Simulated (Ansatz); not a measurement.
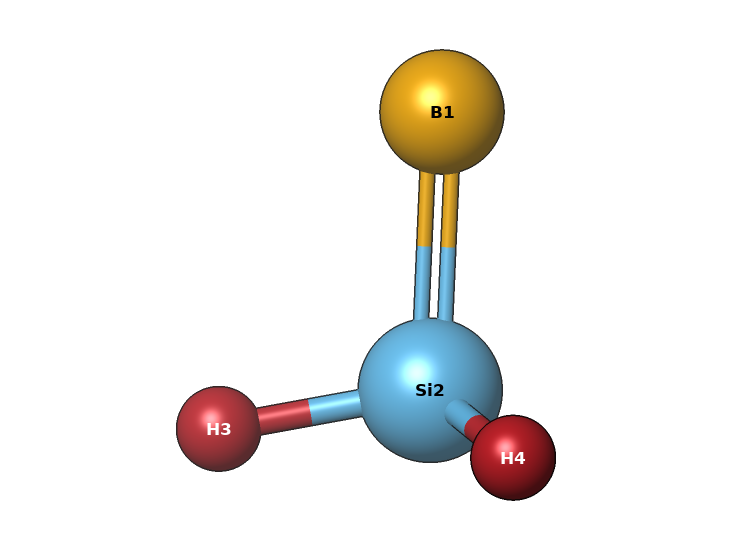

Numbered structure. State: neutral, doublet. Computed geometry: PBE0-D4/def2-TZVP optimisation. No frequency run is at hand to confirm it as a minimum.

What are the angles B1–Si2–H3, H3–Si2–H4?

```
    angle  degrees
B1–Si2–H3    102.5
H3–Si2–H4    106.9
```
